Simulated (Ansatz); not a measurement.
One crystal and one scan (scan of one atom of the cell) at two levels, PBE (plane waves to 420 eV, PAW, scalar-relativistic; Ansatz, a quantum-chemistry and plane-wave program) and r2SCAN (plane waves to 500 eV, PAW, scalar-relativistic; Ansatz), each from its own relaxed cell and on its own mesh. The cell shown is that of PBE.

Relaxed Se (trigonal-Se type, space group P3_121):

```
CELL_PARAMETERS angstrom
      9.06910     0.00000     0.00000
     -2.26727     3.92703     0.00000
      0.00000     0.00000     5.04146
ATOMIC_POSITIONS crystal
  Se 0.10907 0.00000 0.83333
  Se 0.60907 0.00000 0.83333
  Se 0.00000 0.21814 0.16667
  Se 0.50000 0.21814 0.16667
  Se 0.39093 0.78186 0.50000
  Se 0.89093 0.78186 0.50000
```

Scan: atom 1 (Se, nearest neighbour Se at 2.400 Å; its periodic images, 4.5 Å or more away, move with it) is displaced along Cartesian [110], direction (0.707, 0.707, 0.000) in Cartesian axes, by s. The other atoms stay.

The energy includes the smearing's −TS. Se was relaxed with its symmetry unable to fall. As the smearing reaches across the gap at some points, energies and forces of such displacements shift with the k mesh and the smearing. Percentages come from the unrounded values.

| quantity | PBE | r2SCAN | PBE − r2SCAN |
|---|---|---|---|
| Lattice constant a (Å) | 4.535 | 4.506 | +0.029 (+0.6 %) |
| Lattice constant c (Å) | 5.041 | 4.991 | +0.050 (+1.0 %) |
| Relaxed volume (Å³/atom) | 29.92 | 29.25 | +0.67 (+2.3 %) |
| Force constant k = d²E/ds² at s = 0 (finite differences) (eV/Å²) | 5.25 | 5.88 | -0.63 (-11 %) |

PBE gives the higher value for: lattice constant a; lattice constant c; relaxed volume. PBE gives the lower value for: force constant k = d²E/ds² at s = 0. Both give the same shape of the curve: a single well with its minimum at or next to zero displacement. Neither level is exact: the differences show how much the result hangs on the functional.

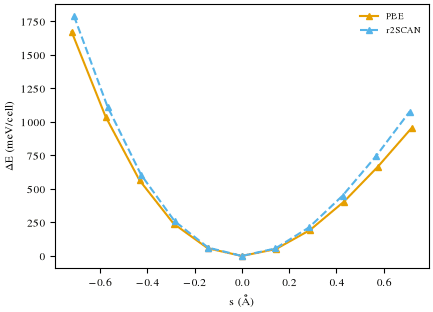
ΔE, each from the undisplaced structure of its own level.

(A displaced cell: forces are minus the slopes of the energy, force constants its curvatures, and phonons follow from these.)
